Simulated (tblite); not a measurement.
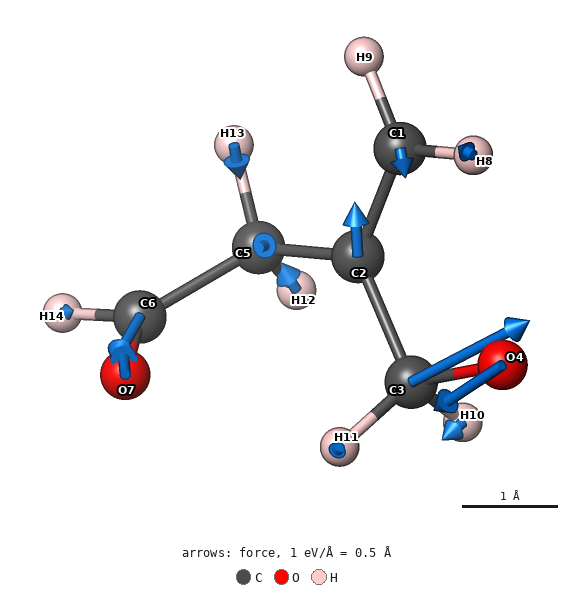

Starting geometry of C₅H₇O₂ (multiplicity 2) with the computed forces as blue arrows. A ball-and-stick model, seen at a tilt.

Method: GFN2-xTB geometry optimisation, gas phase (tblite 0.8.0). 

### What follows when this structure is relaxed?

It isn't relaxed: the largest force vector, on C3, is 3.29 eV/Å. The final displacements have little in common with the starting forces (cosine between the two patterns 0.26). The atom that moves furthest after the best rigid fit is O7 (0.48 Å). By element the largest moves are O 0.48 Å, H 0.28 Å, C 0.13 Å. Some distances before and after: C3–O4 1.403 → 1.302 Å, C3–H11 1.096 → 1.136 Å, C5–H13 1.115 → 1.091 Å, C5–H12 1.121 → 1.097 Å. Among the angles between lasting bonds that change: H10–C3–H11 113.2° → 100.0°, C2–C3–H11 113.2° → 102.8°, C2–C3–O4 109.9° → 118.9°. Groups turn about C5–C6 by about 25°. The energy falls by 10.9 kcal/mol in 75 geometry steps.
